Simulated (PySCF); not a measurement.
System: CoCl (charge −1, quartet).

```xyz
2

Co    0.0000    0.0000   -0.8398
Cl    0.0000    0.0000    1.4152
```

Method: PBE0/def2-TZVPPD, non-relativistic Hamiltonian with scalar-relativistic core potentials where named, at a bond length of 2.255 Å (PySCF).

**What will maps of the electron density, electron localisation function and spin density show?**

Co–Cl (2.25 Å): ρ at the midpoint is about 0.55 e/Å³; the ELF peaks at about 0.85 in the valence shell of Cl, 0.8 Å from its nucleus, and is about 0.40 at the midpoint.
The unpaired spin (3 electrons) lies mostly on Co1 (about 2.9) and Cl2 (about 0.1), in electrons by Hirshfeld's partition.

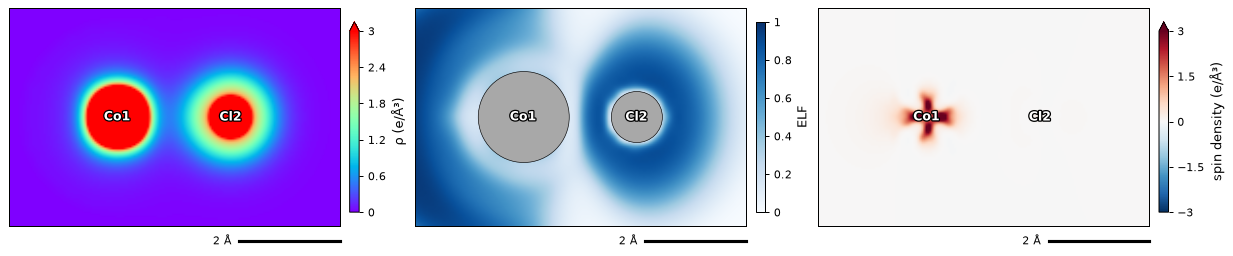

Computed electron density, electron localisation function and spin density on a plane that holds the molecular axis, in this order. Grey discs cover the atomic cores in the ELF map. 
